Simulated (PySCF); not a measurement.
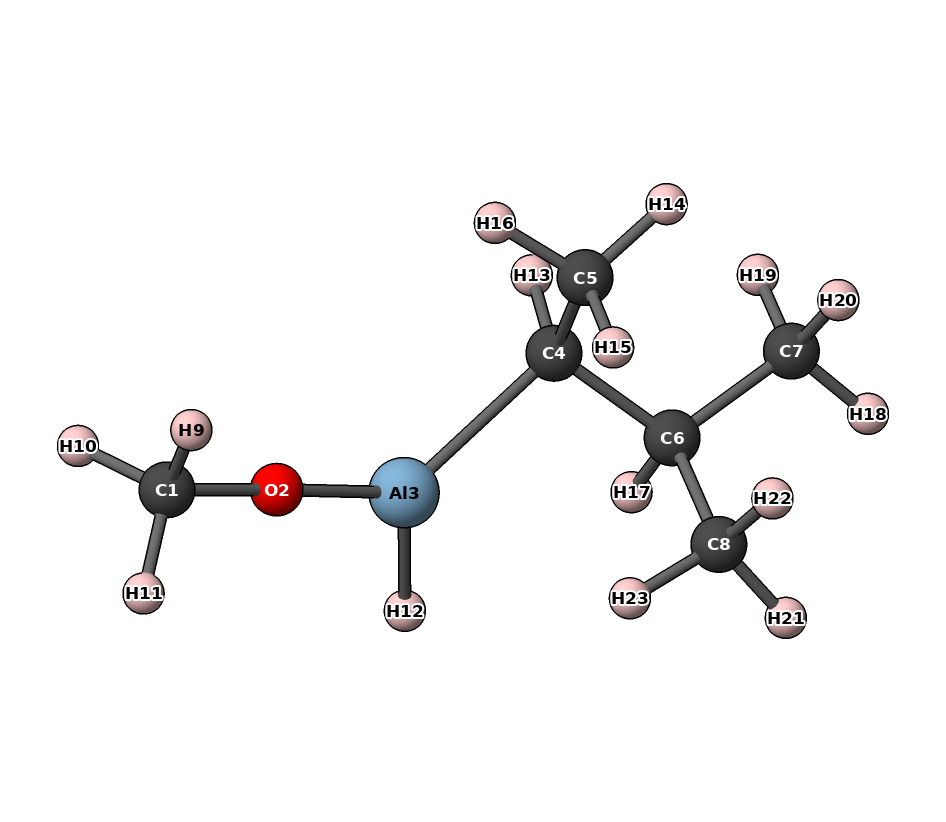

The questions are on isotropic NMR shieldings of the H atoms. The computed structure is the end point of a GFN2-xTB optimisation. No frequency run is at hand to confirm it as a minimum. Method: GIAO PBE0/pcSseg-1 NMR shielding, non-relativistic, gas phase (PySCF 2.14.0).

Q: Which H atom is the most shielded (lowest chemical shift)?

A: H23 (31.49 ppm).

Q: Which H atom is the least shielded (highest chemical shift)?

A: H11 (27.25 ppm).

Q: How wide is the range of H shifts?

A: 4.24 ppm.

Give the isotropic NMR shieldings of the H atoms atom by atom.

| atom | σ (ppm) |
| --- | --- |
| H9 | 27.26 |
| H10 | 27.34 |
| H11 | 27.25 |
| H12 | 27.50 |
| H13 | 31.04 |
| H14 | 30.55 |
| H15 | 30.91 |
| H16 | 30.56 |
| H17 | 29.57 |
| H18 | 30.57 |
| H19 | 30.90 |
| H20 | 30.50 |
| H21 | 30.31 |
| H22 | 30.50 |
| H23 | 31.49 |

The geometry is semi-empirical. Around Al such bond lengths and angles can be off by a tenth of an ångström or more and by several degrees, and values that hang on the shape move with them.
